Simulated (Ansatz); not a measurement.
**C₂HF₃Ti: small, medium and large basis sets**

Aim: see how fast density functionals converge with the basis set for C₂HF₃Ti.

Program: Ansatz 0.2.0, Gaussian basis. Level of theory: one geometry, several basis sets. These are calculated values, not measurements.

Levels to be run: PBE0-D4/def2-SVP; ωB97M-V/def2-SVP; PBE0-D4/def2-QZVPP; ωB97M-V/def2-QZVPP; the functionals' def2-TZVPP values are taken from earlier runs.

### Step 1. The relaxed structure

The geometry comes from an earlier relaxation with PBE0-D4 in a triple-zeta def2 set; it is a stationary point, not always the lowest conformer.

SMILES `C#[C][Ti]([F])([F])[F]`, 7 atoms, charge 0, spin multiplicity 1.

Atoms are counted from 1 here; the program's logs count them from 0.

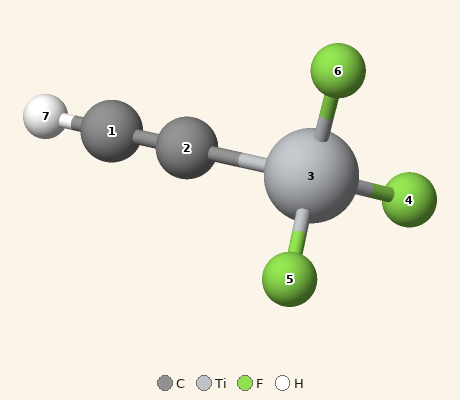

The structure; carbon grey, titanium light grey, fluorine green, hydrogen white; atoms are numbered from 1 in the order of the file.

### Step 2. PBE0-D4 in def2-SVP

The input, in.yaml:

```yaml
crystal:
  periodic: [false, false, false]
  atoms:
    - {symbol: C, position_ang: [0.030069, -1.541550, 1.426817]}
    - {symbol: C, position_ang: [0.018575, -0.655408, 0.597779]}
    - {symbol: Ti, position_ang: [-0.002710, 0.810019, -0.773153]}
    - {symbol: F, position_ang: [-1.238337, 0.453982, -1.943703]}
    - {symbol: F, position_ang: [1.557044, 0.872805, -1.539262]}
    - {symbol: F, position_ang: [-0.344281, 2.313749, 0.030529]}
    - {symbol: H, position_ang: [0.040937, -2.321697, 2.155292]}
basis:
  gaussian: {orbitals: def2-SVP}
hamiltonian: {xc: pbe0, dispersion: d4}
output: {orbitals: {seedname: orbitals}}
```

Run with:

```
$ ansatz run in.yaml --threads 4 --pin off --events-out ev --progress --plain --max-ram 10444MiB
```

The runs that follow: ωB97M-V in def2-SVP; PBE0-D4 in def2-QZVPP; ωB97M-V in def2-QZVPP.

Before running them: what should the planned runs give, taken together? Wanted: PBE0-D4: double and triple zeta above quadruple; ωB97M-V: double and triple zeta above quadruple.

The runs gave:

| quantity | value |
| --- | --- |
| PBE0-D4: double and triple zeta above quadruple | 16.68, 0.97 eV |
| ωB97M-V: double and triple zeta above quadruple | 16.90, 0.90 eV |

For PBE0-D4 the step from double to triple zeta gains 15.70 eV and the next only 0.97 eV. Total energies overstate the basis error of differences, where much of it tends to cancel.
